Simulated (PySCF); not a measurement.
Consider C3H14AlNSi2 (SMILES CCC[SiH2][N]([AlH2])[SiH3]).

Input file:

```
{"job": {"kind": "nmr", "xc": "PBE0", "basis": "pcSseg-1"}, "charge": 0, "multiplicity": 1}
C     -2.842315    -0.881820     0.549797
C     -1.427552    -0.402226     0.265448
C     -1.289217     0.357112    -1.042115
Si     0.493178     0.979446    -1.340410
N      1.472985     0.318595    -0.073338
Al     1.014347    -0.809097     1.287520
Si     3.165492     0.721617     0.003229
H     -2.883806    -1.424697     1.491675
H     -3.187427    -1.540038    -0.244046
H     -3.521035    -0.033462     0.608729
H     -0.742805    -1.276843     0.248314
H     -1.087620     0.239030     1.096444
H     -1.975639     1.203807    -1.032362
H     -1.610096    -0.283196    -1.864041
H      0.529016     2.449449    -1.291777
H      0.967143     0.527046    -2.655753
H      1.314233    -2.324170     1.143384
H      0.769315    -0.241376     2.707662
H      3.845794     0.315284    -1.226681
H      3.340881     2.162806     0.194984
H      3.646210    -0.040324     1.172865
```

Launched as:

```sh
OMP_NUM_THREADS=1 python probes_run.py task.json out
```

Geometry: GFN2-xTB.

Level of theory: PySCF, PBE0/pcSseg-1, SCF density, gas phase, non-relativistic.

What will maps of the electron density and electron localisation function show?

Answer. C–C (1.52 Å): the density is about 1.6 e/Å³ at the midpoint; the ELF peaks at about 0.95 between the atoms; a shared electron pair.
Si–N (1.73 Å): the density is about 1 e/Å³ at the midpoint; the ELF peaks at about 0.90 between the atoms; a shared but strongly polarised pair.
Al–N (1.83 Å): ρ at the midpoint is about 0.74 e/Å³; the ELF peaks at about 0.90 in the valence shell of N, 0.7 Å from its nucleus, and is about 0.65 at the midpoint.
C–Si (1.91 Å): the density is about 0.91 e/Å³ at the midpoint; the ELF peaks at about 0.95 between the atoms: a covalent bond.

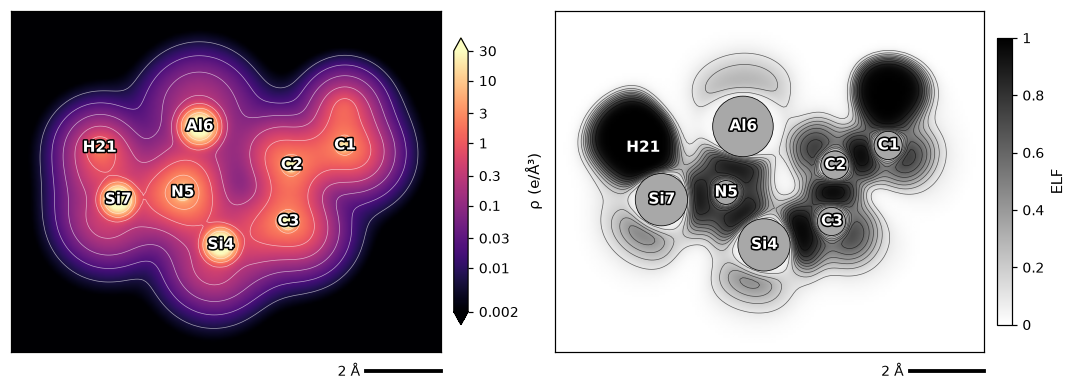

Computed electron density and electron localisation function on the plane of atoms C3, Si4 and N5, in this order. Grey discs cover the atomic cores in the ELF map. 
